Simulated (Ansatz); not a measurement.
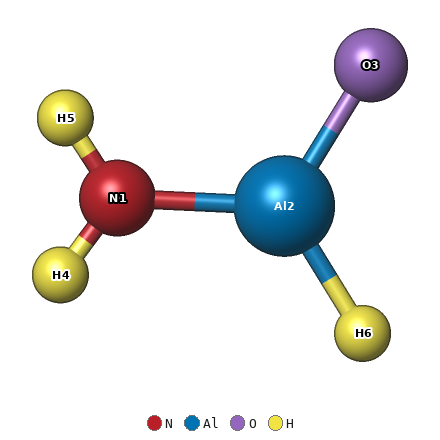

The system is AlH₃NO, SMILES [NH2][AlH][O], spin multiplicity 2; the picture shows the reference structure. First axis: umbrella angle at N1 (between each of its bonds and their common axis; 90 is planar). Second axis: change of the bonds N1–Al2, N1–H4, N1–H5, all alike. Nothing is relaxed (all other coordinates rigid). The scan uses an 11 × 11 grid; 66 points were computed and 55 follow by symmetry. Points are written as (first, second). Energies: kcal/mol, counted from the relaxed molecule at the same level. Computed with UKS PBE0-D4/def2-TZVP in Ansatz.

Its coordinates:

| atom | x (Å) | y (Å) | z (Å) |
| --- | --- | --- | --- |
| N | -0.6457 | 0.2660 | -0.6824 |
| Al | 0.5089 | -0.1591 | 0.5746 |
| O | 1.2910 | -1.7124 | 0.5064 |
| H | -1.1404 | 1.1423 | -0.7163 |
| H | -0.9082 | -0.3155 | -1.4611 |
| H | 0.8944 | 0.7785 | 1.7789 |

Range: umbrella angle at N1 (between each of its bonds and their common axis; 90 is planar) from 66.0 to 114.0°; change of the bonds N1–Al2, N1–H4, N1–H5, all alike from −0.138 to 0.214 Å.

### Predict the map.

The lowest grid point is at (90.0°, 0.003 Å), 0.012 kcal/mol from the relaxed molecule at the same level. It is the only kind of minimum in the scanned range. The highest grid point, (66.0°, −0.138 Å), lies 50.1 kcal/mol above the lowest. Round the minimum the two coordinates are nearly uncoupled.

| second ↓, first → | 66.0 | 70.8 | 75.6 | 80.4 | 85.2 | 90.0 | 94.8 | 99.6 | 104.4 | 109.2 | 114.0 |
| --- | --- | --- | --- | --- | --- | --- | --- | --- | --- | --- | --- |
| 0.214 | 37.9 | 38.5 | 39.6 | 41.0 | 42.0 | 42.4 | 42.0 | 41.0 | 39.6 | 38.5 | 37.9 |
| 0.179 | 29.0 | 28.9 | 29.6 | 30.5 | 31.3 | 31.5 | 31.3 | 30.5 | 29.6 | 28.9 | 29.0 |
| 0.143 | 20.8 | 20.2 | 20.3 | 20.8 | 21.3 | 21.5 | 21.3 | 20.8 | 20.3 | 20.2 | 20.8 |
| 0.108 | 14.3 | 13.1 | 12.7 | 12.8 | 13.0 | 13.1 | 13.0 | 12.8 | 12.7 | 13.1 | 14.3 |
| 0.073 | 9.5 | 7.6 | 6.7 | 6.4 | 6.4 | 6.4 | 6.4 | 6.4 | 6.7 | 7.6 | 9.5 |
| 0.038 | 6.9 | 4.4 | 3.0 | 2.2 | 1.9 | 1.8 | 1.9 | 2.2 | 3.0 | 4.4 | 6.9 |
| 0.003 | 7.0 | 3.9 | 1.9 | 0.8 | 0.2 | 0.0 | 0.2 | 0.8 | 1.9 | 3.9 | 7.0 |
| −0.033 | 10.7 | 6.8 | 4.3 | 2.7 | 1.9 | 1.6 | 1.9 | 2.7 | 4.3 | 6.8 | 10.7 |
| −0.068 | 18.4 | 13.8 | 10.7 | 8.8 | 7.7 | 7.3 | 7.7 | 8.8 | 10.7 | 13.8 | 18.4 |
| −0.103 | 31.1 | 25.9 | 22.2 | 19.9 | 18.5 | 18.1 | 18.5 | 19.9 | 22.2 | 25.9 | 31.1 |
| −0.138 | 50.1 | 44.1 | 39.9 | 37.1 | 35.5 | 35.0 | 35.5 | 37.1 | 39.9 | 44.1 | 50.1 |

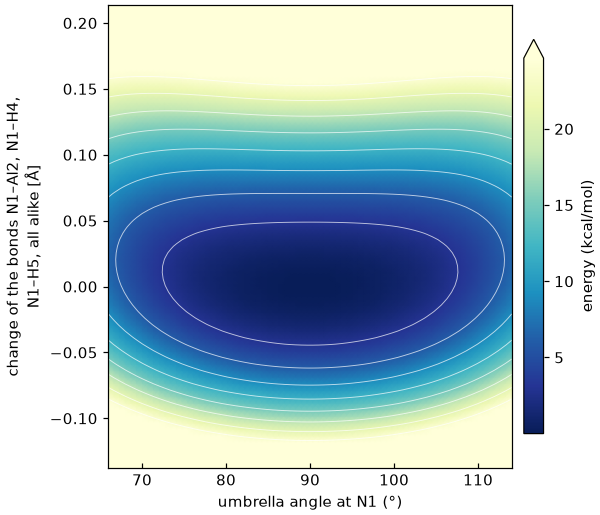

The picture shows a smooth colour map with a few white contour lines, one colour for all values above the top of the scale. Between grid points the surface is interpolated.

Each point was launched as `ansatz run input.yaml --threads 1 --pin off --max-ram 2560MiB --backend cpu --events-out ev --progress --plain --runs-dir out`. The whole map (66 points run) took 7.9 min on 1 thread of Intel(R) Xeon(R) 6975P-C (Granite Rapids), on a shared host.
